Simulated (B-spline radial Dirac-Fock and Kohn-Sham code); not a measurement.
S⁺, configuration [Ne] 3s2 3p3. Method: independent-particle Coulomb rates on relativistic LDA orbitals, configuration-average energies from Dirac–Fock (computed with a B-spline radial atomic code).

Predict the main features of the following plot. Auger groups that fill an L3 (2p3/2) hole, broadened by 0.30 eV full width. Kinetic energies count from the vacuum level; very weak lines are left out.

The strongest group is L3-M1M3 at 119.1 eV (40 % of the non-radiative width), followed by L3-M3M3 at 130.5 eV (33 %), L3-M2M3 at 130.4 eV (22 %), L3-M1M1 at 104.7 eV (3.0 %). The lines shown span 104.7 eV to 130.5 eV.

The computed plot:

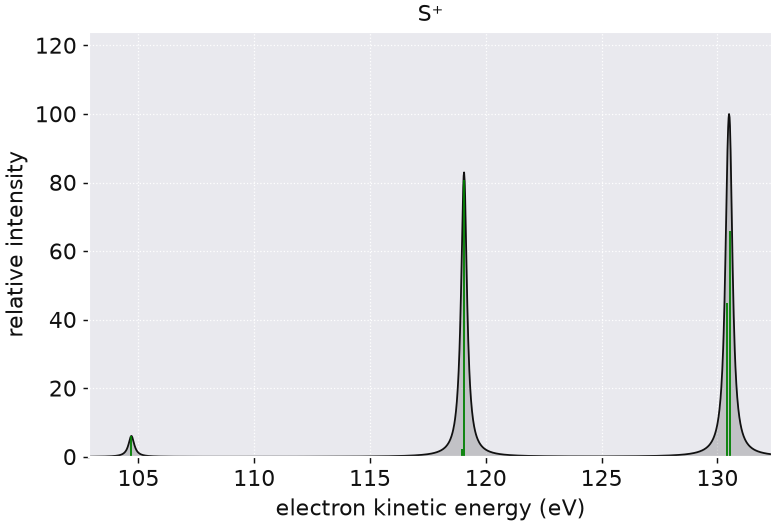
